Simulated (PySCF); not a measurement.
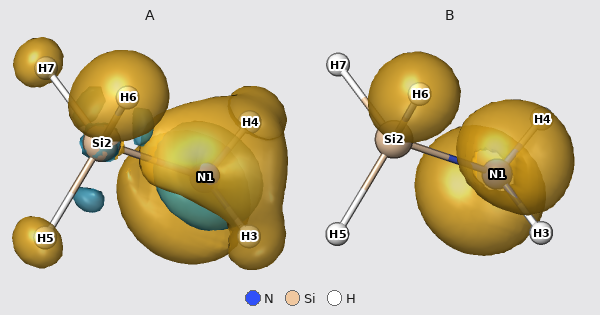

*H$_{5}$NSi, SMILES `N[SiH3]`. The Fukui function f⁻ from two separate SCF calculations and the density of the HOMO, at ±0.04 e/Å³ (yellow positive, teal negative).*

PySCF calculation, ωB97X/6-31+G*, gas phase; geometry: GFN2-xTB. No frequency check shows the geometry to be a minimum.

Input script:

```python
import numpy as np
from pyscf import gto, scf, dft
from pyscf.scf import atom_ks, atom_hf
from scipy.linalg import block_diag

def solve(mol, dm0=None, hcore=None):
    mf = (dft.UKS if mol.spin else dft.RKS)(mol, xc='wb97x')
    mf.grids.level = 3
    mf = mf.density_fit(auxbasis='def2-universal-jkfit')
    mf.conv_tol, mf.max_cycle = 1e-8, 80
    if hcore is not None:
        mf.get_hcore = lambda *args: hcore
    mf.kernel(dm0)
    if not mf.converged:
        mf = mf.newton().run(mf.mo_coeff, mf.mo_occ, max_cycle=30)
    assert mf.converged, 'SCF not converged'
    return mf

mol = gto.M(atom='''
N     -1.14068     0.00027     0.06824
Si     0.58077     0.00045    -0.00224
H     -1.63654    -0.82465    -0.22978
H     -1.63749     0.82023    -0.24043
H      0.98684    -1.21489     0.69846
H      1.15578    -0.01441    -1.35724
H      0.98542     1.22552     0.68265
''', basis='6-31+g*', charge=0, spin=0, verbose=4)
mf = solve(mol)
out = dict(e0=mf.e_tot, dm0=mf.make_rdm1(), c=mf.mo_coeff, occ=mf.mo_occ, eps=mf.mo_energy)
for name, dq, spin in [('cation', 1, 1), ('anion', -1, 1)]:
    ion = mol.copy().set(charge=mol.charge + dq, spin=spin).build()
    mi = solve(ion)
    if spin and dq > 0 and mol.nao < 130:
        c, _, stable, _ = mi.stability(return_status=True)
        if not stable:
            mi = solve(ion, mi.make_rdm1(c, mi.mo_occ))
    print(name, 'vertical energy change / eV', (mi.e_tot - mf.e_tot) * 27.211386)
    out.update({'e_' + name: mi.e_tot, 'dm_' + name: mi.make_rdm1(), 's2_' + name: mi.spin_square()[0], 'eps_' + name: mi.mo_energy, 'occ_' + name: mi.mo_occ})
# spherically averaged free atoms, for the promolecule
atm = atom_ks.get_atm_nrks(mol, xc='wb97x')
pro = block_diag(*[(atm[a[0]][2] * atm[a[0]][3]) @ atm[a[0]][2].T for a in mol._atom])
np.savez('result.npz', pro=pro, **out)
```

Run with:

```sh
OMP_NUM_THREADS=1 python input.py
```

The run took 20 s on 1 thread of Intel(R) Xeon(R) 6975P-C (Granite Rapids), on a shared host, peak memory 0.36 GiB.

Partitions, critical points and surface values were worked out afterwards from this run's density.

> Which panel is which, and how good is the frozen-orbital picture?

A is f⁻ (it has negative regions), B the HOMO density. The HOMO lies on N1 (62 %), Si2 (14 %) and H6 (10 %); f⁻ (Hirshfeld-condensed) is largest on N1 (0.39); the vertical ionisation energy is 9.95 eV. Relaxation shifts 23 % of the electron between atoms. The orbital energy is −9.78 eV.
